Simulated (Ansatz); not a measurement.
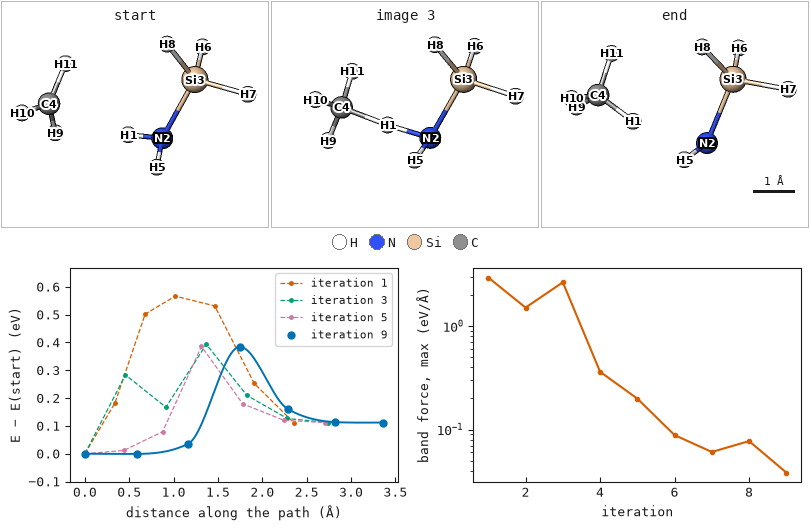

NEB run on CH$_{8}$NSi (multiplicity 2), made up of SiNH₅ and CH₃. Images are numbered from 0 (start) to 6 (end). The plot follows the band through its iterations. Style: ball-and-stick. Shown from a free direction.

Computed with UKS PBE-D4/def2-mTZVP in Ansatz 0.2.0. Run with 5 movable images; climbing image; force threshold 0.05 eV/Å; iteration limit 60; starting path through a guess of the saddle point.

### Judge this run.

The result is final at these settings. The band converged in 9 iterations. The largest component of the band force went from 2.9 to 0.038 eV/Å. The climbing image converged on the top of the path. Its vibrational analysis gives one imaginary mode (1311i cm⁻¹), as a transition state must have. The first iteration put the highest image at 0.57 eV. The energy climbs by 0.38 eV to image 3 and then falls by 0.27 eV, so the end point sits at +0.11 eV.

Limits of the set-up: the start holds two separate molecules, 2.4 Å apart at their closest, whose relative position is a soft coordinate.

Cost: 100 s on 2 threads of Arm Neoverse V1, with other jobs on the host, peak memory 0.17 GiB.
